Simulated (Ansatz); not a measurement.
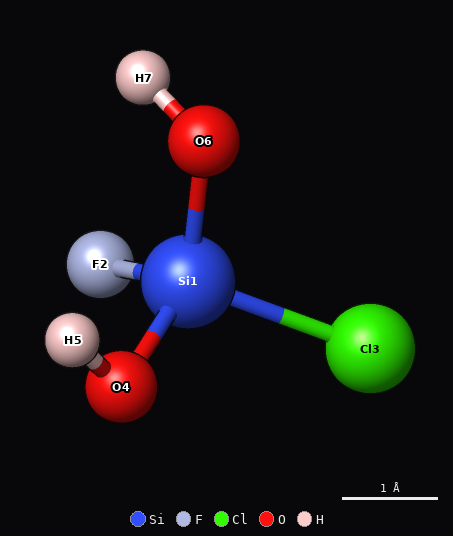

Starting structure of SiH$_{2}$O$_{2}$ClF. The picture is a ball-and-stick view, seen from a free direction.

The run prepares the start of a later molecular dynamics calculation, from a guessed geometry.

All numbers below come from Ansatz, RKS B3LYP-D4/def2-SVP.

Input
```yaml
crystal:
  periodic: [false, false, false]
  atoms:
    - { symbol: Si, position_ang: [0.0, 0.0, 0.0] }
    - { symbol: F, position_ang: [0.0, 0.0, 1.59] }
    - { symbol: Cl, position_ang: [2.0086, 0.0, -0.7093] }
    - { symbol: O, position_ang: [-0.7913, 1.3709, -0.5594] }
    - { symbol: H, position_ang: [-1.7491, 1.1401, -0.7818] }
    - { symbol: O, position_ang: [-0.7913, -1.3709, -0.5594] }
    - { symbol: H, position_ang: [-1.2459, -1.8365, 0.2129] }
basis:
  gaussian: { orbitals: def2-SVP }
hamiltonian:
  xc: b3lyp
  dispersion: d4
relax:
  f_tol: 0.02
  max_steps: 40
output:
  orbitals: {}
```

Run as
```bash
ansatz run input.yaml --threads 1 --pin off --max-ram 2048MiB --backend cpu --events-out ev --progress --plain --runs-dir out
```

**What does the optimiser find from here?**

The atom that moves furthest after the best rigid fit is H7 (0.56 Å). Largest moves by element: H 0.56 Å, O 0.29 Å, Cl 0.23 Å, F 0.14 Å, Si 0.09 Å. Among the contacts that change: Si1–Cl3 2.130 → 2.045 Å, Si1–O4 1.679 → 1.632 Å, O6–H7 1.010 → 0.965 Å, O4–H5 1.010 → 0.965 Å. Bond angles that change, for instance: Si1–O6–H7 109.5° → 118.9°, Si1–O4–H5 109.5° → 117.2°, Cl3–Si1–O6 109.5° → 113.2°. Groups turn about Si1–O6 by about 60°. Over 17 geometry steps the energy falls by 29.0 kJ/mol. The largest force component goes from 2.3 to 0.0021 eV/Å. Cost: 70 s on 1 thread of Arm Neoverse V1 (shared host), peak memory 0.18 GiB.

Step by step:

```json
{"step": "0", "E − E(0), kJ/mol": "0.00", "largest force component, eV/Å": "2.2512"}
{"step": "1", "E − E(0), kJ/mol": "-19.34", "largest force component, eV/Å": "1.1273"}
{"step": "2", "E − E(0), kJ/mol": "-23.45", "largest force component, eV/Å": "0.2864"}
{"step": "3", "E − E(0), kJ/mol": "-24.81", "largest force component, eV/Å": "0.1166"}
{"step": "4", "E − E(0), kJ/mol": "-25.48", "largest force component, eV/Å": "0.5719"}
{"step": "5", "E − E(0), kJ/mol": "-25.76", "largest force component, eV/Å": "0.7015"}
{"step": "6", "E − E(0), kJ/mol": "-25.91", "largest force component, eV/Å": "0.7795"}
{"step": "7", "E − E(0), kJ/mol": "-26.91", "largest force component, eV/Å": "0.7703"}
{"step": "8", "E − E(0), kJ/mol": "-27.91", "largest force component, eV/Å": "0.1043"}
{"step": "9", "E − E(0), kJ/mol": "-28.23", "largest force component, eV/Å": "0.2571"}
{"step": "10", "E − E(0), kJ/mol": "-28.46", "largest force component, eV/Å": "0.2121"}
{"step": "11", "E − E(0), kJ/mol": "-28.80", "largest force component, eV/Å": "0.1120"}
{"step": "12", "E − E(0), kJ/mol": "-28.93", "largest force component, eV/Å": "0.1137"}
{"step": "13", "E − E(0), kJ/mol": "-28.97", "largest force component, eV/Å": "0.0848"}
{"step": "14", "E − E(0), kJ/mol": "-28.97", "largest force component, eV/Å": "0.0415"}
{"step": "15", "E − E(0), kJ/mol": "-28.99", "largest force component, eV/Å": "0.0379"}
{"step": "16", "E − E(0), kJ/mol": "-29.00", "largest force component, eV/Å": "0.0221"}
{"step": "17", "E − E(0), kJ/mol": "-29.00", "largest force component, eV/Å": "0.0021"}
```

The structure at the end:

```xyz
7

Si   -0.0941    0.0126    0.0015
F    -0.0240    0.1345    1.6108
Cl    1.8403   -0.1472   -0.6433
O    -0.7503    1.3487   -0.6687
H    -1.7125    1.3818   -0.7348
O    -1.0145   -1.2877   -0.3894
H    -0.8138   -2.1391    0.0169
```

The end point in the same view:

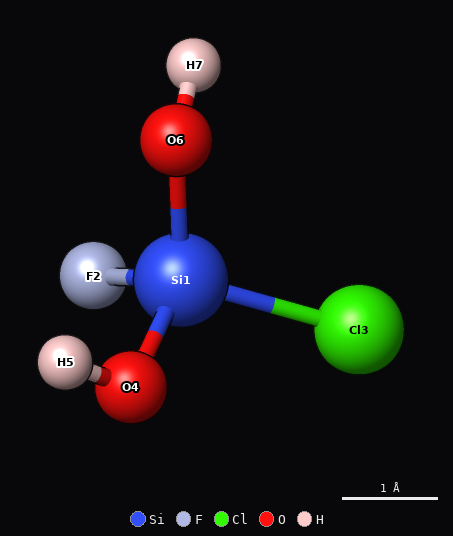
